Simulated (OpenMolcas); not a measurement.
## HBr (hydrogen bromide): the dipole moment, rung by rung

HBr: 2 atoms, total charge 0, spin state singlet. SMILES: `Br`. The shape is that of a PBE0-D4/def2-TZVP optimisation.

```xyz
2

Br   -0.6032    0.2180   -0.3050
H     0.6032   -0.2180    0.3050
```

Each level gives the dipole moment (D). The values are calculated.

**The experiment to reproduce.** NIST CCCBDB gives the dipole moment of the gas as 0.83 D.

```csv
level,kind,program,value (D),computed − measured,CPU time
SVWN5/cc-pVTZ,LDA,OpenMolcas,0.99,+0.16,5.7 s
BLYP/cc-pVTZ,GGA,OpenMolcas,0.88,+0.05,8.1 s
revPBE/cc-pVTZ,GGA,OpenMolcas,0.90,+0.07,7.8 s
M06-L/cc-pVTZ,meta-GGA,OpenMolcas,0.89,+0.06,9.1 s
TPSS/cc-pVTZ,meta-GGA,OpenMolcas,0.92,+0.09,11 s
r2SCAN/cc-pVTZ,meta-GGA,OpenMolcas,0.97,+0.14,10 s
BHLYP/cc-pVTZ,global hybrid,OpenMolcas,0.97,+0.14,7.4 s
M06-2X/cc-pVTZ,hybrid meta-GGA,OpenMolcas,0.97,+0.14,10 s
```

Nearest: BLYP/cc-pVTZ (+0.05 D); farthest: SVWN5/cc-pVTZ (+0.16 D). The measured dipole is a vibrational average, so differences of a few hundredths of a debye mean little. Computed less measured by kind, in D (cc-pVTZ rows): LDA +0.16; GGA +0.05 to +0.07; meta-GGA +0.06 to +0.14; global hybrid +0.14 to +0.14. All-electron rows without a relativistic Hamiltonian named are non-relativistic. Magnitudes only: a small dipole may point the other way at some levels. CPU times are rough (shared hosts, several kinds of processor): they show what a rung costs within a factor of a few.

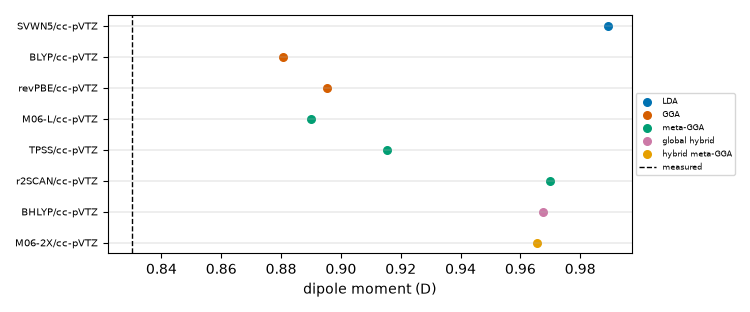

The values of the table, level by level.
